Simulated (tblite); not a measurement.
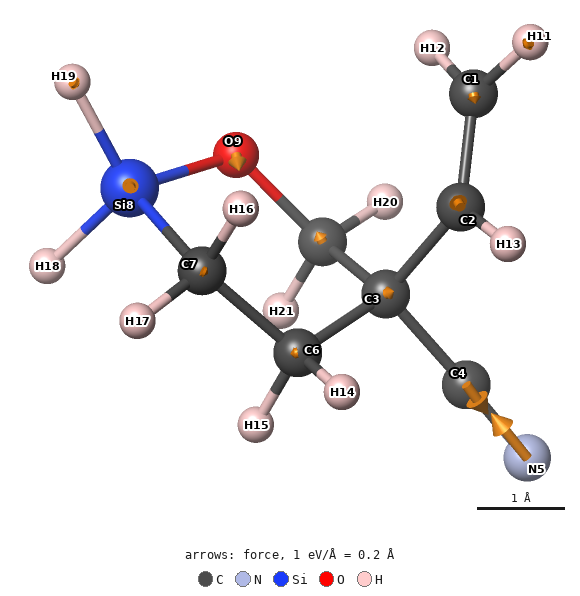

Starting geometry of C₇H₁₁NOSi with the computed forces as orange arrows. Style: ball-and-stick. Shown from a free direction.

Theory: GFN2-xTB geometry optimisation, gas phase in tblite. 

**Is this structure relaxed? If not, where do the atoms go?**

It isn't relaxed: the largest force vector, on the N atom, is 3.60 eV/Å. The final displacements have little in common with the starting forces (cosine between the two patterns 0.17). Over 79 geometry steps the energy falls by 7.44 kcal/mol. An H atom moves most after the best rigid fit: 0.47 Å. Largest moves by element: H 0.47 Å, C 0.18 Å, N 0.18 Å, O 0.12 Å, Si 0.11 Å. Some distances before and after: C–O 1.440 → 1.394 Å, O–Si 1.668 → 1.628 Å, C–C 1.550 → 1.512 Å, C–C 1.483 → 1.450 Å. Among the angles between lasting bonds that change: O–Si–H 110.8° → 101.4°, Si–O–C 118.4° → 124.0°, C–Si–H 111.6° → 115.1°.
